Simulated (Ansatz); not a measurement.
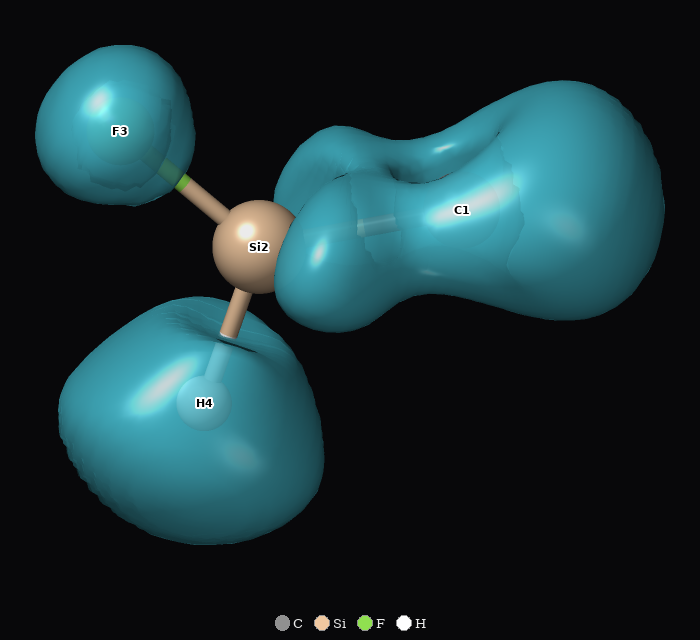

Figure 1: CHFSi. Isosurface of the electron localisation function at 0.8 (cyan), seen at a tilt. Only the valence region is drawn (cores and ρ < 0.01 e/Å³ removed).

Geometry: PBE0-D4/def2-TZVP.

Theory: RKS PBE0-D4/def2-TZVPP (Ansatz 0.2.0).

> Describe the localisation domains.

The ELF exceeds this value in one region around a hydrogen nucleus, one region wrapped around F (its lone pairs, merged into a ring or cap) and one joined region spread over several atoms (C, Si), in which their bonds and any lone pairs are merged. Profiles from the grid: Si–F (1.59 Å): the ELF peaks at about 0.85 in the valence shell of F, 0.6 Å from its nucleus, and is about 0.50 at the midpoint. C–Si (1.78 Å): the ELF peaks at about 0.95 between the atoms (a covalent bond).
